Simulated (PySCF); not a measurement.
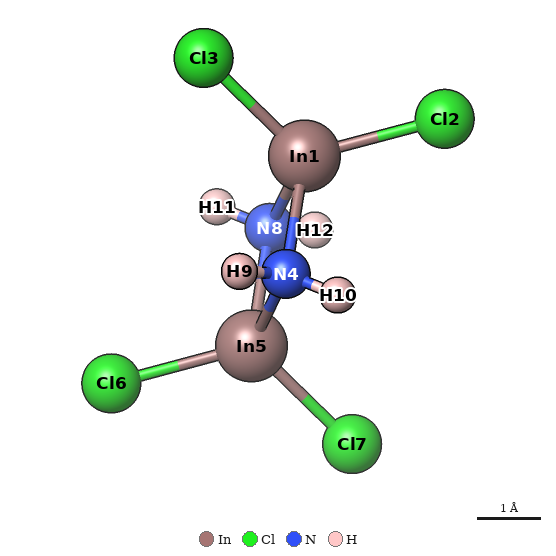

Orthographic view. Depth is shown by fading: the farther an atom, the more it takes the colour of the background. The geometry was computed by an optimisation with PBE0-D3(BJ)/def2-SVP. No frequency run is at hand to confirm it as a minimum.

Write a Z-matrix (Å, degrees) in the order of the atom numbers, with these reference atoms: 2 to 1; 3 to 1, 2; 4 to 1, 3, 2; 5 to 4, 1, 3; 6 to 5, 4, 1; 7 to 5, 4, 1; 8 to 5, 4, 1; 9 to 4, 5, 8; 10 to 4, 9, 5; 11 to 8, 5, 4; 12 to 8, 11, 5.

```
In 
Cl   1   2.336
Cl   1   2.336   2   120.3
N    1   2.197   3   111.7   2   133.6
In   4   2.195   1    95.6   3   111.9
Cl   5   2.337   4   111.0   1  -111.0
Cl   5   2.335   4   112.5   1   111.2
N    5   2.195   4    84.4   1    -0.3
H    4   1.022   5   113.0   8   118.0
H    4   1.022   9   106.8   5  -126.5
H    8   1.022   5   113.4   4  -118.7
H    8   1.022  11   106.7   5   126.0
```
